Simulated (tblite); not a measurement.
## Run report: C4H6F3O, geometry relaxation

- system: C4H6F3O, multiplicity 2, SMILES C[C](F)OCC(F)F
- method: GFN2-xTB geometry optimisation, gas phase (tblite 0.8.0)

It belongs to a series of runs on one base structure; here: H removed from sp3 C.

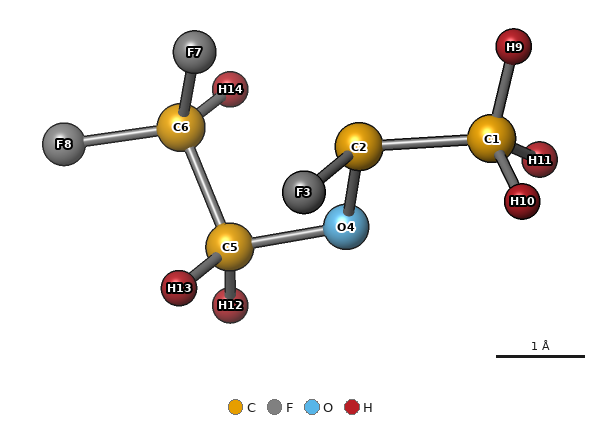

The structure as given in the input (ball-and-stick view, seen at a tilt; atoms are numbered from 1 in the order of the input).

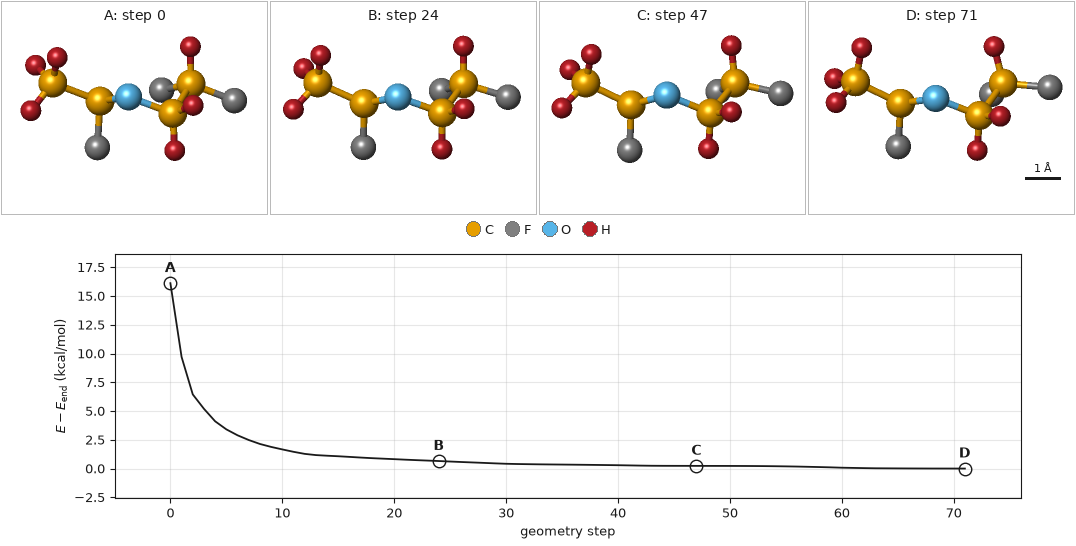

Frames of the relaxation (ball-and-stick view, seen at an oblique angle) above the curves, on which the letters mark them (steps are counted from 0).

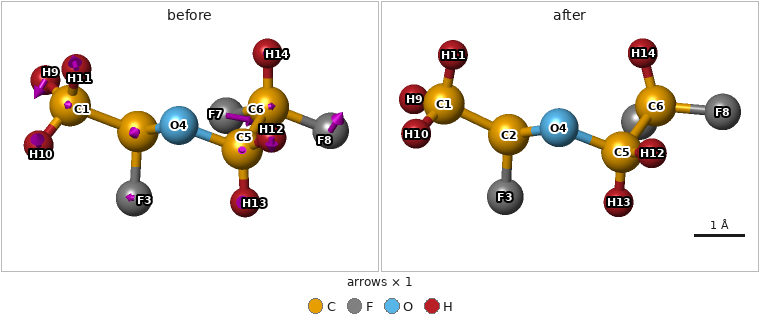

Before (left) and after (right) the relaxation, at one scale (ball-and-stick view, seen at an oblique angle). The pink arrows give the displacements, at true length. Over 71 geometry steps the energy falls by 16.1 kcal/mol. The largest force component goes from 2.4 to 0.008 eV/Å. F7 moves most after the best rigid fit: 0.70 Å. By element the largest moves are F 0.70 Å, H 0.49 Å, C 0.29 Å, O 0.04 Å. Distances before and after: C1–C2 1.531 → 1.482 Å, C6–F7 1.392 → 1.351 Å, C2–O4 1.399 → 1.366 Å, C1–H11 1.116 → 1.085 Å. Among the angles that change: C1–C2–O4 104.7° → 117.2°, O4–C5–C6 104.9° → 111.3°, F3–C2–O4 108.0° → 113.6°. (Atoms are counted from 1 in the order of the input.)

These pictures come from the run below.

### Input
```
{"job": {"kind": "relax", "xc": "GFN2-xTB", "basis": "xTB"}, "charge": 0, "multiplicity": 2}
C      2.119600     0.158700     0.795900
C      0.831900    -0.369900     0.157800
F      1.117600    -1.125100    -0.965300
O      0.142600     0.775900    -0.254300
C     -1.039600     0.465700    -0.897000
C     -1.851700    -0.314300     0.129200
F     -1.128600    -1.449600     0.485400
F     -3.017600    -0.677600    -0.500500
H      2.401000    -0.518700     1.644800
H      2.934800     0.235700     0.072500
H      1.958800     1.188300     1.194700
H     -1.542000     1.443600    -1.097100
H     -0.920000    -0.087400    -1.837100
H     -2.007500     0.274400     1.048900
```

The first line tells a small driver script what to run in tblite; the rest is the geometry in Å.

Command:
```bash
OMP_NUM_THREADS=1 python <driver script> task.json out
```

### The program's output
```
step      E/eV     max force
  0    -810.73730    3.691
  1    -811.01544    2.009
  2    -811.15666    0.822
  3    -811.21099    0.639
  4    -811.25806    0.748
  5    -811.28840    0.607
  6    -811.31075    0.407
  7    -811.32854    0.339
  8    -811.34342    0.298
  9    -811.35454    0.223
 10    -811.36399    0.274
 11    -811.37299    0.268
 12    -811.38078    0.206
 13    -811.38535    0.162
 14    -811.38772    0.113
 15    -811.38975    0.129
 16    -811.39215    0.127
 17    -811.39467    0.115
 18    -811.39693    0.109
 19    -811.39885    0.098
 20    -811.40073    0.113
 21    -811.40267    0.112
 22    -811.40446    0.112
 23    -811.40609    0.094
 24    -811.40780    0.121
 25    -811.40965    0.126
 26    -811.41145    0.104
 27    -811.41312    0.096
 28    -811.41479    0.110
 29    -811.41656    0.098
 30    -811.41811    0.097
 31    -811.41904    0.074
 32    -811.41968    0.066
 33    -811.42026    0.066
 34    -811.42070    0.064
 35    -811.42110    0.048
 36    -811.42153    0.048
 37    -811.42198    0.060
 38    -811.42247    0.063
 39    -811.42298    0.056
 40    -811.42355    0.057
 41    -811.42425    0.069
 42    -811.42501    0.064
 43    -811.42558    0.041
 44    -811.42582    0.030
 45    -811.42591    0.025
 46    -811.42598    0.019
 47    -811.42605    0.019
 48    -811.42612    0.019
 49    -811.42618    0.021
 50    -811.42625    0.022
 51    -811.42637    0.028
 52    -811.42657    0.040
 53    -811.42688    0.049
 54    -811.42733    0.060
 55    -811.42790    0.071
 56    -811.42861    0.068
 57    -811.42954    0.089
 58    -811.43051    0.112
 59    -811.43158    0.119
 60    -811.43291    0.081
 61    -811.43371    0.138
 62    -811.43449    0.100
 63    -811.43512    0.055
 64    -811.43534    0.040
 65    -811.43556    0.027
 66    -811.43575    0.037
 67    -811.43589    0.032
 68    -811.43602    0.020
 69    -811.43606    0.025
 70    -811.43611    0.013
 71    -811.43615    0.009
```

### Trajectory as extended XYZ (Å, eV, eV/Å), 7 of the 72 frames kept, from step=0 to step=71
```
14
Properties=species:S:1:pos:R:3:forces:R:3 step=0 energy=-810.73730
C     2.1196    0.1587    0.7959   -0.1920  -0.3970   1.3030
C     0.8319   -0.3699    0.1578    2.4220   2.4410  -1.3400
F     1.1176   -1.1251   -0.9653   -0.3030  -0.2050   0.6480
O     0.1426    0.7759   -0.2543    0.5140  -0.8400   0.3990
C    -1.0396    0.4657   -0.8970   -0.7120   1.1170  -0.0290
C    -1.8517   -0.3143    0.1292   -0.2090  -0.7980  -0.8100
F    -1.1286   -1.4496    0.4854   -1.6540   0.5120  -0.2270
F    -3.0176   -0.6776   -0.5005    0.5370  -0.1390   1.0470
H     2.4010   -0.5187    1.6448    0.0050   0.6470  -0.7890
H     2.9348    0.2357    0.0725   -0.1710  -0.3400   0.0500
H     1.9588    1.1883    1.1947   -0.1440  -0.9140  -0.2290
H    -1.5420    1.4436   -1.0971    0.1750  -0.6580  -0.0120
H    -0.9200   -0.0874   -1.8371    0.0650  -0.1010   0.1750
H    -2.0075    0.2744    1.0489   -0.3330  -0.3240  -0.1860
14
Properties=species:S:1:pos:R:3:forces:R:3 step=12 energy=-811.38078
C     2.2194    0.1877    0.7999   -0.0350  -0.0240   0.0690
C     1.0034   -0.1839    0.0436   -0.0510   0.0440  -0.0910
F     1.1363   -1.1405   -0.9163    0.0840  -0.0310  -0.0560
O     0.1529    0.8285   -0.3088    0.0160   0.1270   0.1190
C    -1.0755    0.4588   -0.8870    0.0840   0.0660   0.0080
C    -1.9292   -0.3312    0.1117   -0.0570  -0.0800   0.0100
F    -1.3304   -1.4931    0.4468   -0.0320  -0.0740   0.0150
F    -3.1202   -0.6610   -0.4331   -0.0590   0.0450  -0.1150
H     2.4140   -0.5435    1.5800    0.0100  -0.0940   0.1060
H     3.1114    0.2340    0.1778    0.0540   0.0050  -0.1990
H     2.0473    1.1553    1.2518   -0.0060   0.1240   0.0870
H    -1.5898    1.3922   -1.1301    0.0120  -0.0480  -0.0260
H    -0.9126   -0.1266   -1.7988   -0.0890  -0.1270   0.0210
H    -2.1276    0.2228    1.0403    0.0710   0.0680   0.0520
14
Properties=species:S:1:pos:R:3:forces:R:3 step=24 energy=-811.40780
C     2.2358    0.2023    0.8082    0.0740  -0.0030   0.0050
C     1.0173   -0.1514    0.0415    0.1000  -0.0030  -0.0020
F     1.2075   -1.0606   -0.9614   -0.0330   0.0200   0.0000
O     0.1426    0.8461   -0.2835   -0.0500  -0.1050   0.0330
C    -1.0644    0.4271   -0.8725   -0.0780  -0.0430   0.0400
C    -1.9603   -0.3298    0.1200   -0.0330  -0.0080   0.0040
F    -1.4460   -1.5391    0.4293    0.0200  -0.0050  -0.0060
F    -3.1595   -0.5646   -0.4616   -0.0370   0.0350   0.0160
H     2.4399   -0.5587    1.5621   -0.0140   0.0000   0.0160
H     3.1084    0.2430    0.1492   -0.0160   0.0540   0.0110
H     2.0984    1.1622    1.2979   -0.0410  -0.0360  -0.0430
H    -1.5916    1.3339   -1.1732    0.0160   0.0100  -0.0730
H    -0.8965   -0.2247   -1.7410    0.0460   0.0670   0.0370
H    -2.1321    0.2136    1.0628    0.0460   0.0170  -0.0370
14
Properties=species:S:1:pos:R:3:forces:R:3 step=36 energy=-811.42153
C     2.2571    0.2119    0.8057   -0.0230  -0.0200  -0.0060
C     1.0445   -0.1646    0.0390   -0.0200  -0.0060  -0.0260
F     1.2494   -0.9964   -1.0254    0.0420  -0.0130   0.0180
O     0.1130    0.8057   -0.2068    0.0150  -0.0050  -0.0240
C    -1.0618    0.3875   -0.8605    0.0040   0.0060   0.0060
C    -2.0032   -0.3258    0.1184   -0.0030  -0.0160  -0.0080
F    -1.5567   -1.5708    0.3971   -0.0190   0.0240   0.0100
F    -3.2283   -0.4737   -0.4361    0.0160   0.0350   0.0080
H     2.4849   -0.5542    1.5476    0.0120   0.0100   0.0190
H     3.1237    0.2969    0.1464    0.0090   0.0350  -0.0140
H     2.0803    1.1578    1.3083   -0.0090  -0.0140   0.0010
H    -1.5558    1.2906   -1.2278    0.0140  -0.0290   0.0160
H    -0.8391   -0.2862   -1.6967   -0.0250   0.0230   0.0040
H    -2.1088    0.2208    1.0686   -0.0120  -0.0280  -0.0060
14
Properties=species:S:1:pos:R:3:forces:R:3 step=47 energy=-811.42605
C     2.2689    0.2228    0.8052   -0.0100  -0.0060  -0.0040
C     1.0740   -0.1870    0.0258   -0.0080   0.0000  -0.0010
F     1.3139   -0.9824   -1.0592    0.0000   0.0000   0.0190
O     0.1209    0.7662   -0.1982    0.0100   0.0120   0.0010
C    -1.0558    0.3566   -0.8511    0.0040   0.0010   0.0020
C    -2.0289   -0.3200    0.1234   -0.0100  -0.0110  -0.0040
F    -1.6607   -1.5948    0.3790    0.0070   0.0120  -0.0060
F    -3.2616   -0.3808   -0.4314   -0.0030   0.0070   0.0080
H     2.5306   -0.5434    1.5357    0.0060   0.0000  -0.0130
H     3.1322    0.3666    0.1507   -0.0080   0.0110   0.0030
H     2.0439    1.1492    1.3251    0.0020  -0.0110   0.0050
H    -1.5304    1.2639   -1.2326   -0.0010  -0.0070  -0.0010
H    -0.8434   -0.3291   -1.6790   -0.0020  -0.0080  -0.0030
H    -2.1042    0.2117    1.0845    0.0120  -0.0010  -0.0080
14
Properties=species:S:1:pos:R:3:forces:R:3 step=59 energy=-811.43158
C     2.2545    0.2329    0.8154    0.0230   0.0240  -0.0020
C     1.0516   -0.1883    0.0533    0.0420   0.0060   0.0090
F     1.2853   -1.0629   -0.9702   -0.0150  -0.0140   0.0020
O     0.1321    0.7742   -0.2542    0.0240   0.0220  -0.0010
C    -1.0521    0.3506   -0.8859    0.0090  -0.0200   0.0320
C    -2.0059   -0.3082    0.1193   -0.0360   0.0060   0.0070
F    -1.6680   -1.5979    0.3381   -0.0010   0.0170   0.0260
F    -3.2648   -0.3219   -0.3747   -0.0230   0.0020  -0.0360
H     2.5974   -0.5843    1.4535   -0.0070   0.0630  -0.0780
H     3.0768    0.5045    0.1404   -0.0760  -0.0320   0.0860
H     1.9989    1.0900    1.4334    0.0010  -0.0570  -0.0430
H    -1.5302    1.2512   -1.2780    0.0030  -0.0140  -0.0040
H    -0.8522   -0.3552   -1.7011    0.0150   0.0230   0.0100
H    -2.0243    0.2148    1.0886    0.0420  -0.0280  -0.0070
14
Properties=species:S:1:pos:R:3:forces:R:3 step=71 energy=-811.43615
C     2.2459    0.2554    0.8219    0.0010   0.0020  -0.0010
C     1.0502   -0.1960    0.0707    0.0060  -0.0020   0.0030
F     1.2817   -1.1315   -0.8981   -0.0070   0.0020  -0.0020
O     0.1473    0.7598   -0.2983    0.0050  -0.0020   0.0030
C    -1.0386    0.3146   -0.9111    0.0020   0.0000   0.0040
C    -2.0032   -0.2916    0.1179   -0.0030   0.0050   0.0010
F    -1.7779   -1.6127    0.2883    0.0030   0.0040   0.0010
F    -3.2798   -0.1749   -0.3138   -0.0010  -0.0040  -0.0080
H     2.7070   -0.5971    1.3160    0.0050  -0.0020  -0.0020
H     2.9935    0.7097    0.1624    0.0020   0.0010  -0.0060
H     1.9410    0.9888    1.5613   -0.0040  -0.0010   0.0050
H    -1.5085    1.2004   -1.3442   -0.0020  -0.0040   0.0000
H    -0.8378   -0.4237   -1.6960    0.0000   0.0000   0.0020
H    -1.9215    0.1983    1.1006   -0.0070   0.0020   0.0010
```

### Results in brief

- outcome: converged
- total energy: −811.4362 eV
- hardware: 1 CPU thread, shared host
- peak memory: 0.18 GiB
